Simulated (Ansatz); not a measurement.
# ClGeH4O2P···HCl: what the fields show

Input

```
crystal:
  periodic: [false, false, false]
  atoms:
    - { symbol: Ge, position_ang: [0.0, 0.0, 0.0] }
    - { symbol: Cl, position_ang: [0.0, 0.0, 2.57] }
    - { symbol: O, position_ang: [1.6691, 0.0, -0.5894] }
    - { symbol: H, position_ang: [1.9855, -0.9521, -0.7061] }
    - { symbol: O, position_ang: [-0.8337, 1.4443, -0.5894] }
    - { symbol: H, position_ang: [-1.7915, 1.2136, -0.8118] }
    - { symbol: Cl, position_ang: [-1.0456, -1.8115, -0.7393] }
    - { symbol: P, position_ang: [1.3478, 2.0326, 0.8104] }
    - { symbol: H, position_ang: [2.4401, 1.5915, 1.6033] }
    - { symbol: H, position_ang: [1.8381, 2.7536, -0.3104] }
    - { symbol: H, position_ang: [0.8047, 1.2136, 2.0743] }
basis:
  gaussian: { orbitals: def2-SVP }
hamiltonian:
  xc: pbe
relax:
  f_tol: 0.15
  max_steps: 25
  restrain:
    - { distance: [0, 7], at: 2.27, k: 30.0 }
    - { distance: [10, 1], at: 1.37, k: 30.0 }
    - { distance: [0, 1], at: 3.42, k: 30.0 }
    - { distance: [10, 7], at: 2.62, k: 30.0 }
output:
  orbitals: {}
```

Launched as:

```sh
ansatz run input.yaml --threads 4 --pin off --max-ram 5120MiB --backend cpu --events-out ev --progress --plain --runs-dir out
```

The fields are those of the run's last geometry, not of the input's.

Not at a stationary point (largest force 1.0 eV/Å).

The calculation used Ansatz 0.2.0, RKS PBE/def2-SVP.

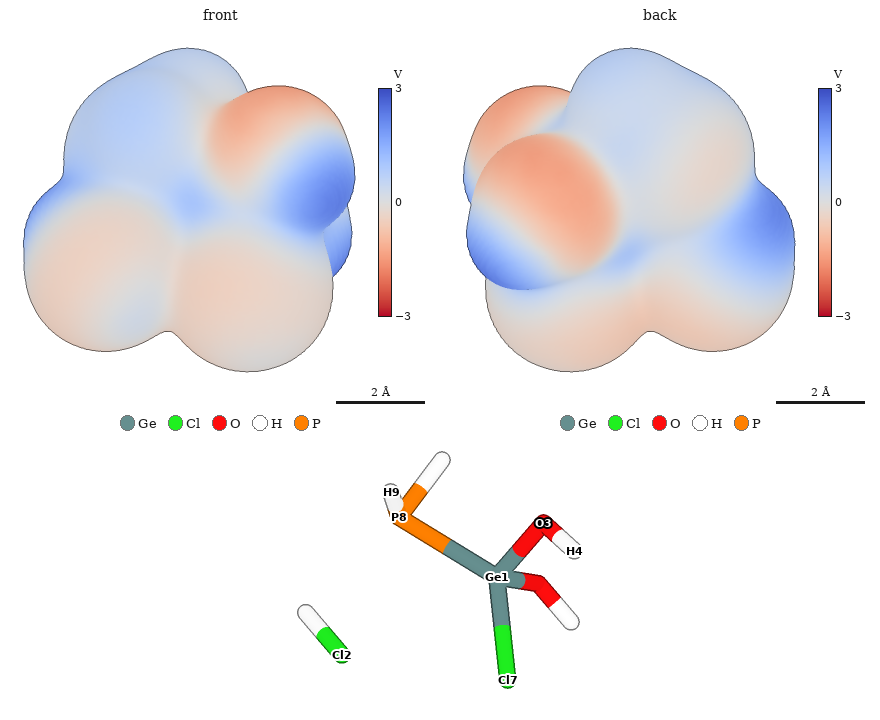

Figure 1. The electrostatic potential painted on the density surface at 0.002 e/bohr³, seen from the front and from behind; red is negative and blue positive. The bare structure is drawn below in the same view.

### Which sites attract a positive test charge, and which a negative one?

A positive charge is drawn to the negative regions and a negative charge to the positive ones. The most negative region (about −1.4 V) lies over O3 and O5, the most positive (about +2.2 V) over H4 and H6. Cl2 shows a σ-hole: about +0.2 V at the tip opposite its bond, against about −0.2 V on its flanks.

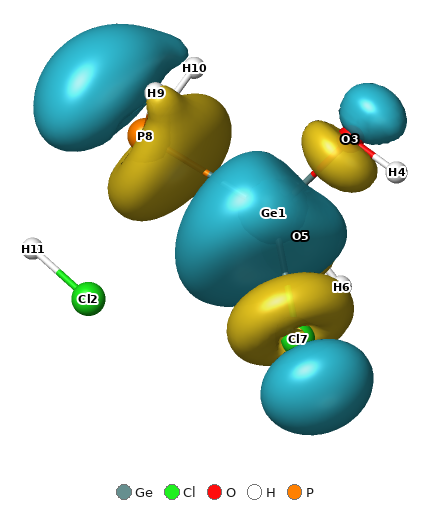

Figure 2. One frontier orbital at ±0.1 Å⁻³ᐟ² (yellow and cyan are the two phases), seen at a tilt.

### Which orbital is it: HOMO or LUMO?

The LUMO, at −1.78 eV. By Hirshfeld shares it lies mainly on Ge1 (about 30 %), P8 (about 25 %), Cl7 (about 20 %) and O3 (about 5 %).

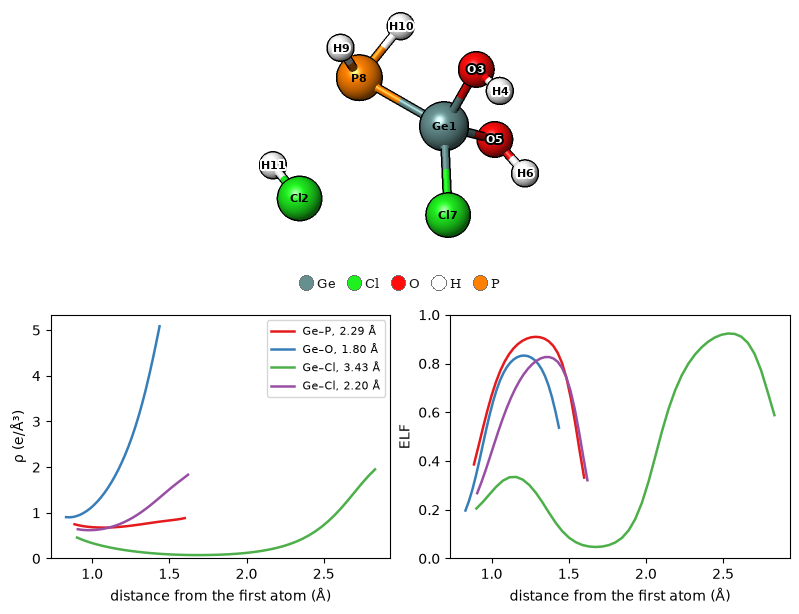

Figure 3. Electron density and ELF along straight lines between neighbouring atoms. The curves leave out the atomic cores. The structure is drawn too.

### Compare the contacts.

Ge–P (2.29 Å): ρ at the midpoint is about 0.68 e/Å³; the ELF peaks at about 0.90 in the valence shell of P, 1.0 Å from its nucleus, and is about 0.85 at the midpoint.
Ge–O (1.80 Å): the density is about 0.93 e/Å³ at the midpoint; the ELF peaks at about 0.85 in the valence shell of O, 0.6 Å from its nucleus, and is about 0.35 at the midpoint.
Ge1···Cl2 (3.43 Å): the density falls to about 0.07 e/Å³ on the way; the ELF dips to about 0.05 between them.
Ge–Cl (2.20 Å): ρ at the midpoint is about 0.67 e/Å³; the ELF peaks at about 0.85 in the valence shell of Cl, 0.8 Å from its nucleus, and is about 0.60 at the midpoint.
